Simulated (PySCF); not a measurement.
# InNH6 (In(NH3)H3): levels of theory compared

Wanted: a comparison of 6 runs (HF/STO-3G, HF/def2-SVPD, PBE0/def2-SVP, r2SCAN/def2-SVPD, MP2/3-21G, CCSD(T)/def2-SVP) of InNH6 (In(NH3)H3). The job is set up through a Python script.

The calculation is run with PySCF 2.14.0.

3 further runs of the same task are left out: 3 set aside as unsound or not needed.

### 1 The molecule

InNH6 has 8 atoms, charge 0, and is taken as a singlet. SMILES: `[H][In]([H])([H])<-[NH3]`. Geometry: a GFN2-xTB relaxation, a rough one for these elements and not checked as a minimum.

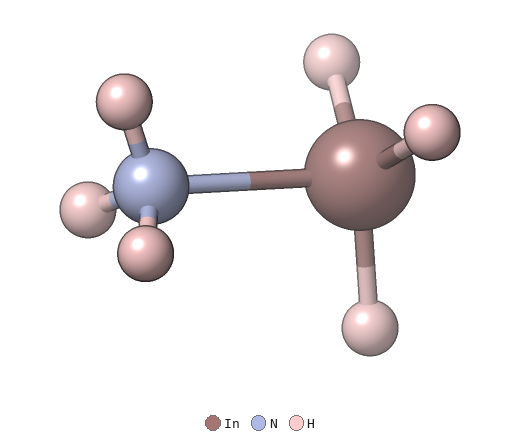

Viewed from a chosen angle; indium brown, nitrogen light blue, hydrogen pink.

### 2 Energy and gradient at HF/STO-3G (run 1)

File input.xyz:

```xyz
8
H6InN
In    -0.002430     0.004770    -1.240570
N      0.001030    -0.002420     1.124050
H     -0.948260     0.032420     1.488370
H      0.509990     0.799560     1.488490
H      0.445320    -0.846710     1.478600
H      1.673370    -0.017650    -1.445880
H     -0.820140     1.466400    -1.447400
H     -0.858890    -1.436370    -1.445640
```

File job.py:

```python
import pyscf.grad
from pyscf import gto, scf

mol = gto.M(
    atom='input.xyz',
    verbose=4,
    max_memory=1860,
    basis='sto-3g',
)

calc0 = scf.RHF(mol)
calc0.conv_tol = 1e-10
calc0.kernel()
if not calc0.converged:
    calc0 = calc0.newton().run(calc0.mo_coeff, calc0.mo_occ)

e_final = calc0.e_tot
print('Final energy', e_final)
grad = calc0.Gradients().kernel()
calc0.analyze()
```

Command:

```sh
$ OMP_NUM_THREADS=1 python job.py
```

What it wrote:

```text
PySCF version 2.14.0

[... 75 lines left out ...]
Nuclear Repulsion Energy =             167.206140319599911
[... 7 lines left out ...]
MO #2   energy= -145.935503618866  occ= 2
[... 5 lines left out ...]
MO #8   energy= -24.636995130095   occ= 2
[... 5 lines left out ...]
MO #14  energy= -16.5018068070444  occ= 2
[... 5 lines left out ...]
MO #20  energy= -1.18801631821519  occ= 2
[... 5 lines left out ...]
MO #26  energy= -0.48215190090286  occ= 2
[... 5 lines left out ...]
MO #32  energy= 0.368387932769852  occ= 0
[... 5 lines left out ...]
MO #38  energy= 0.643407416904542  occ= 0
[... 49 lines left out ...]
Dipole moment(X, Y, Z, Debye):  0.00559, -0.01355,  5.32066
```

Run time: 2.7 s. Hardware: 1 thread of Intel Xeon at 2.70GHz, shared host; peak memory 0.12 GiB.

### 3 Energy and forces at HF/def2-SVPD (core potential) (run 2)

File input.py:

```python
# In(NH3)H3
from pyscf import gto, scf

system = gto.M(
    atom='''
In    -0.002430     0.004770    -1.240570
N      0.001030    -0.002420     1.124050
H     -0.948260     0.032420     1.488370
H      0.509990     0.799560     1.488490
H      0.445320    -0.846710     1.478600
H      1.673370    -0.017650    -1.445880
H     -0.820140     1.466400    -1.447400
H     -0.858890    -1.436370    -1.445640
''',
    ecp={'In': 'def2-svp'},
    basis='def2-svpd',
    verbose=3,
    max_memory=1860,
)

mf = scf.RHF(system)
mf.conv_tol = 1e-10
mf.kernel()
if not mf.converged:
    mf = mf.newton().run(mf.mo_coeff, mf.mo_occ)

energy = mf.e_tot
print(f'total energy: {energy:.8f} hartree')
grad = mf.nuc_grad_method().kernel()
dip = mf.dip_moment()
pop, q = mf.mulliken_pop()
```

Command:

```sh
$ OMP_NUM_THREADS=1 python input.py
```

What it wrote:

```text
converged SCF energy = -247.084983026507
total energy: -247.08498303 hartree
[... 8 lines left out ...]
Dipole moment(X, Y, Z, Debye):  0.00410, -0.00958,  4.85571
[... 109 lines left out ...]
charge of    7H =     -0.17168
```

It took 9.9 s on 1 thread of Intel Xeon at 2.70GHz, shared host; peak memory 0.21 GiB.

Runs 3 to 5 aren't shown in full; the table further down has their settings and results.

### 4 The energy at CCSD(T)/def2-SVP (core potential) (run 6)

File calc.py:

```python
from pyscf import gto, scf, cc

system = gto.Mole()
system.atom = '''
In  -0.002430   0.004770  -1.240570
N    0.001030  -0.002420   1.124050
H   -0.948260   0.032420   1.488370
H    0.509990   0.799560   1.488490
H    0.445320  -0.846710   1.478600
H    1.673370  -0.017650  -1.445880
H   -0.820140   1.466400  -1.447400
H   -0.858890  -1.436370  -1.445640
'''
system.max_memory = 1860
system.charge = 0
system.verbose = 3
system.basis = 'def2-svp'
system.ecp = {'In': 'def2-svp'}
system.build()

hf = scf.RHF(system)
hf.conv_tol = 1e-10
hf.kernel()
if not hf.converged:
    hf = hf.newton().run(hf.mo_coeff, hf.mo_occ)

mycc = cc.CCSD(hf, frozen=5)
mycc.kernel()
e_t = mycc.ccsd_t()
e_final = mycc.e_tot + e_t
print(f'total energy: {e_final:.8f} hartree')
hf.analyze()
```

Command:

```sh
$ OMP_NUM_THREADS=1 python calc.py
```

What it wrote:

```text
converged SCF energy = -247.081030119817
[... 10 lines left out ...]
MO #7   energy= -0.987579846823427 occ= 2
[... 8 lines left out ...]
MO #16  energy= -0.37323346949333  occ= 2
[... 8 lines left out ...]
MO #25  energy= 0.320332908213922  occ= 0
[... 8 lines left out ...]
MO #34  energy= 0.761700144961073  occ= 0
[... 8 lines left out ...]
MO #43  energy= 1.3293621451053    occ= 0
[... 8 lines left out ...]
MO #52  energy= 1.9585649283228    occ= 0
[... 8 lines left out ...]
MO #61  energy= 2.69930079079516   occ= 0
[... 8 lines left out ...]
MO #70  energy= 61.7323213241795   occ= 0
[... 9 lines left out ...]
Dipole moment(X, Y, Z, Debye):  0.00456, -0.01043,  5.03358
```

Wall time 12 s (1 thread of Intel Xeon at 2.70GHz, shared host); peak memory 0.26 GiB.

### 5 The series

| run | level | core potential | integration grid | energy (Eh) | dipole moment (D) of the reference | HOMO energy (eV) | LUMO energy (eV) | wall time |
| --- | --- | --- | --- | --- | --- | --- | --- | --- |
| 1 | HF/STO-3G | – | – | -5740.100367 | 5.32 | -7.39 | 10.02 | 2.7 s |
| 2 | HF/def2-SVPD (core potential) | def2-svp | – | -247.084983 | 4.86 | -10.21 | 1.40 | 9.9 s |
| 3 | PBE0/def2-SVP (core potential) | def2-svp | 5 | -248.350820 | 5.08 | -7.21 | -0.11 | 17 s |
| 4 | r2SCAN/def2-SVPD (core potential) | def2-svp | 5 | -248.462019 | 4.85 | -6.40 | -0.66 | 44 s |
| 5 | MP2/3-21G | – | – | -5772.496298 | 5.59 | -9.99 | 2.84 | 3.6 s |
| 6 | CCSD(T)/def2-SVP (core potential) | def2-svp | – | -247.423078 | 5.03 | -10.15 | 2.46 | 12 s |

### 6 Outcome

| quantity | value |
| --- | --- |
| run 6: total energy | -247.42308 Eh |
| run 6: dipole moment (Hartree–Fock density) | 5.03 D |
| run 6: HOMO energy (Hartree–Fock orbitals) | -10.15 eV |
| run 6: LUMO energy (Hartree–Fock orbitals) | 2.46 eV |
| run 6: HOMO–LUMO gap (Hartree–Fock orbitals) | 12.62 eV |
| run 6: correlation energy (5 core orbitals frozen) | -342.0 mEh |
| run 6: (T) correction | -7.56 mEh |
| run 6: T1 diagnostic | 0.009 |

**Reading.** Over runs 1, 2, 3, 4 the dipole moment (its size) runs from 4.85 D (r2SCAN/def2-SVPD) to 5.32 D (HF/STO-3G). The two ends differ in method and basis and core potential. Over runs 1, 2, 3, 4 the HOMO–LUMO gap runs from 5.74 eV (r2SCAN/def2-SVPD) to 17.42 eV (HF/STO-3G). Totals of different functionals can't be ranked against each other. Some runs of one species differ in core potentials or relativity; totals across that change don't compare. In run 1 the basis is minimal, so the values are rough. In runs 1, 5 relativity is left out where basis or elements ask for it. All runs together took 89 s, the longest 44 s.
